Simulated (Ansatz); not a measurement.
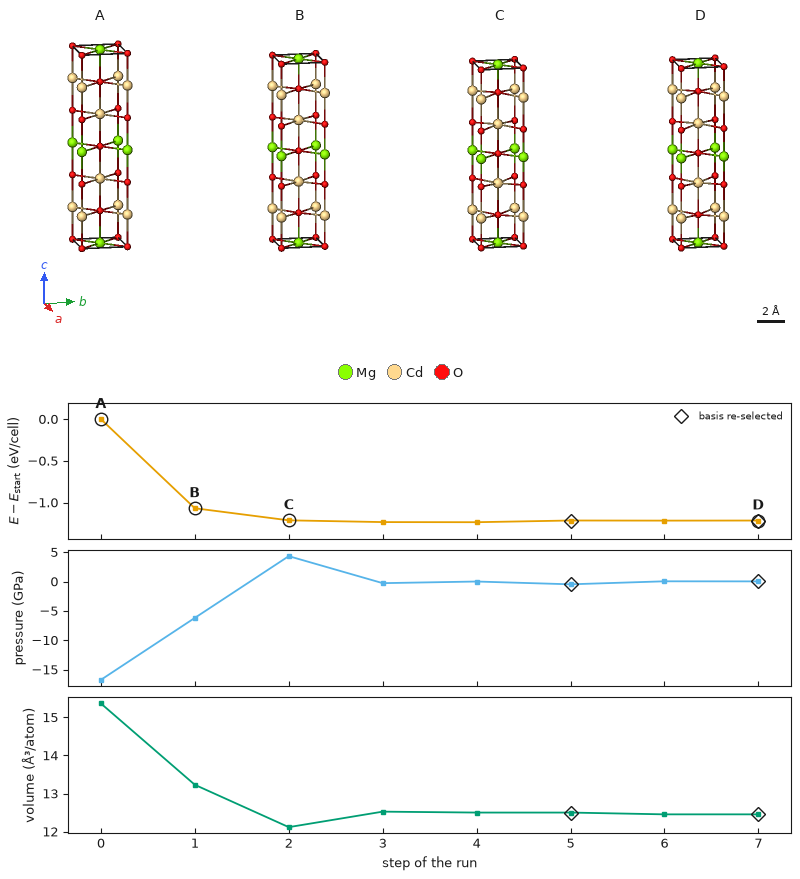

Frames of a relaxation of crystalline MgCd2O3 (a generated structure, set up in I4/mmm) (coarse preliminary run), marked on the history of the run. Style: ball-and-stick. Shown: the conventional cell (2 times the calculation's cell), slightly off an axis. Lengths and directions refer to the drawn axes.

Computed with Ansatz, DFT PBE, scalar-relativistic, plane waves, PAW.

Input file:
```yaml
crystal:
  lattice:
    - [-1.75787159, 1.75787159, 7.45801755]
    - [1.75787159, -1.75787159, 7.45801755]
    - [1.75787159, 1.75787159, -7.45801755]
  atoms:
    - { symbol: Mg, position: [0.5, 0.5, 0.0] }
    - { symbol: Cd, position: [0.83333333, 0.83333333, 0.0] }
    - { symbol: Cd, position: [0.16666667, 0.16666667, 0.0] }
    - { symbol: O, position: [0.0, 0.0, 0.0] }
    - { symbol: O, position: [0.66666667, 0.66666667, 0.0] }
    - { symbol: O, position: [0.33333333, 0.33333333, 0.0] }
basis:
  ecutwfc: 420
kpoints:
  mp_grid: { grid: [8, 8, 8] }
hamiltonian:
  xc: pbe
scf:
  occupations: { method: gaussian, width: 0.1 }
  lower_state_search: "off"
output:
  forces: true
  stress: true
  eigenvalues: true
relax:
  adjacent_minimum: "off"
  f_tol: 0.04
  max_steps: 70
  cell: { stress_tol: 0.4 }
```

Command:
```bash
ansatz run input.yaml --threads 1 --pin off --max-ram 2560MiB --backend cpu --events-out ev --progress --plain --runs-dir out
```

**What happens along the run?**

After 5 accepted moves (7 points after the start) the energy has fallen by 1.216 eV per cell of the calculation. Largest force component: 0.52 eV/Å at the start, 0.0066 eV/Å at the end. The pressure goes from −16.74 to 0.02 GPa. At 2 points the geometry stayed and the basis and grid were re-selected for the new cell (energy shift of 20.5 meV per cell of the calculation at most each time). The largest moves relative to the cell, 0.15 Å, are those of O5 and O6. O5 goes along −c. Largest moves by element: O 0.15 Å, Cd 0.02 Å. Mg stays in place. Cell: a = b 3.516 → 3.285 Å (−6.6 %), c 14.916 → 13.847 Å (−7.2 %). Volume −18.9 %. Among the contacts that change: Mg1–O5 2.486 → 2.163 Å, Cd2–O4 2.486 → 2.290 Å, Mg1–O4 2.486 → 2.323 Å, Cd2–O6 2.486 → 2.326 Å. Bond angles that change, for instance: O5–Cd3–O5 180.0° → 173.7°, Cd3–O5–Cd3 180.0° → 173.7°, Cd2–O5–Cd3 90.0° → 86.9°. The space group stays I4/mmm (No. 139). From step 0 to 1: O atoms move most (0.05 Å), volume −13.9 %, energy −1.069 eV per cell of the calculation. From step 1 to 2: O atoms move most (0.09 Å), volume −8.4 %, energy −0.145 eV per cell of the calculation. From step 2 to 7: volume +2.8 %, energy −2.4 meV per cell of the calculation.

```
step  E − E(0), meV/atom  largest force component, eV/Å  pressure, GPa  volume, Å³/atom                      note
   0                0.00                         0.5154         -16.74           15.364                          
   1             -178.10                         0.5329          -6.19           13.230                          
   2             -202.25                         0.0235           4.32           12.118                          
   3             -205.75                         0.0570          -0.28           12.525                          
   4             -205.99                         0.0137           0.00           12.501                          
   5             -202.58                         0.0141          -0.48           12.501  same geometry, new basis
   6             -202.81                         0.0066           0.04           12.454                          
   7             -202.64                         0.0066           0.02           12.454  same geometry, new basis
```
